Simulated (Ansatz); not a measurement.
```xyz
9

Zn   -0.0789   -1.0073    0.6140
Cl    1.9933   -0.4031    1.0776
O    -1.2899   -2.3365    0.7046
H     0.0375    1.3068   -0.6112
O    -0.7064    0.6763   -0.4364
H     1.9141    1.2498   -0.0402
F     1.5552    1.9354   -0.6122
H    -2.1917   -2.0283    0.5474
H    -1.2333    0.6069   -1.2435
```

Method: RKS B3LYP-D4/def2-SVP (Ansatz).

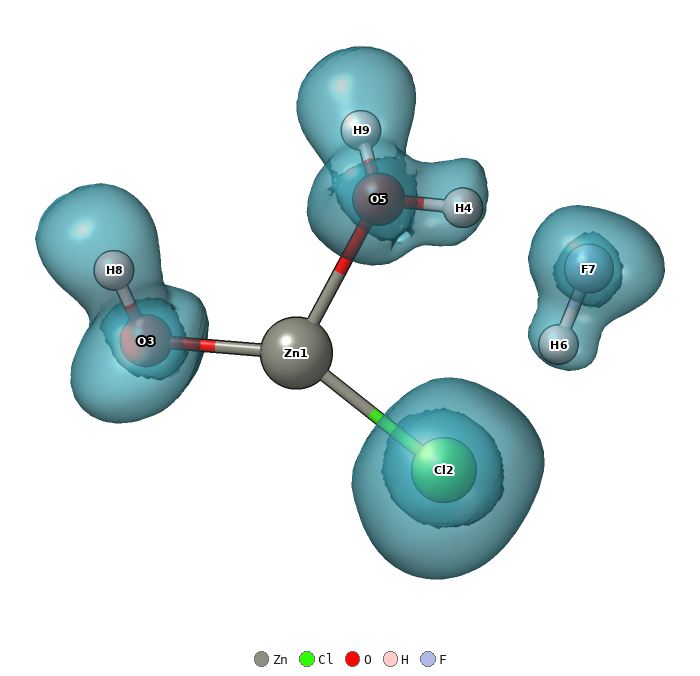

ClH$_{3}$O$_{2}$Zn···HF. Isosurface of the electron localisation function at 0.75 (cyan), seen across its widest extent. Core shells and regions of very low density are left out.

Q: Describe the localisation domains.

A: At this value the surface marks out one region wrapped around Cl (its valence shell), one joined region spread over several atoms (F, H), in which their bonds and any lone pairs are merged and two joined regions spread over several atoms (H, O), in which their bonds and any lone pairs are merged. Along the contacts the grid gives the following. F7···H4 (1.64 Å): the ELF dips to about 0.15 between them; by its geometry a hydrogen bond between the two molecules, with no shared pair. Zn–O (1.80 Å): the ELF peaks at about 0.85 in the valence shell of O, 0.6 Å from its nucleus, and is about 0.20 at the midpoint.
